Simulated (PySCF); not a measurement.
Molecule: C4H9BeF, SMILES C[C](C)(C)[Be][F], singlet. Atoms near the plane z = 0.8 Å, at the GFN2-xTB optimised geometry (x, y, z in Å): Be1 (-1.0, 0.1, 0.0), F2 (-2.4, 0.1, 0.0), C3 (0.7, 0.1, 0.0), C4 (1.3, 1.0, 1.0), C5 (1.3, -1.3, 0.3), H7 (2.4, 1.0, 1.0), H9 (1.0, 2.1, 0.8), H10 (1.0, -1.7, 1.3), H12 (2.4, -1.3, 0.3).

Method: PBE0/def2-TZVP in PySCF 2.14.0. Cells within 0.4 Å of a nucleus heavier than hydrogen are left out (blank, or x). The values are rescaled to run from 0 to 1.

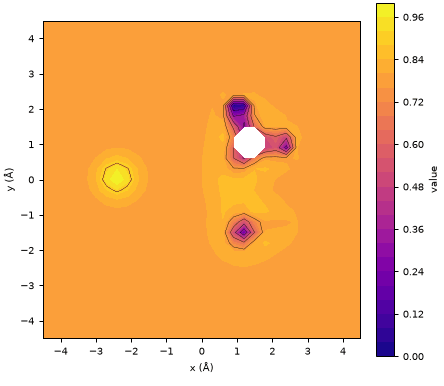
a field on the plane z = 0.8 Å.

Question: Which quantity is mapped?
A. electron localisation function
B. electrostatic potential
C. log10 of the electron density
D. Laplacian of the electron density

Answer: D, Laplacian of the electron density. In full: Laplacian of the electron density (e/bohr⁵), clipped to [-1.50, 1.50].
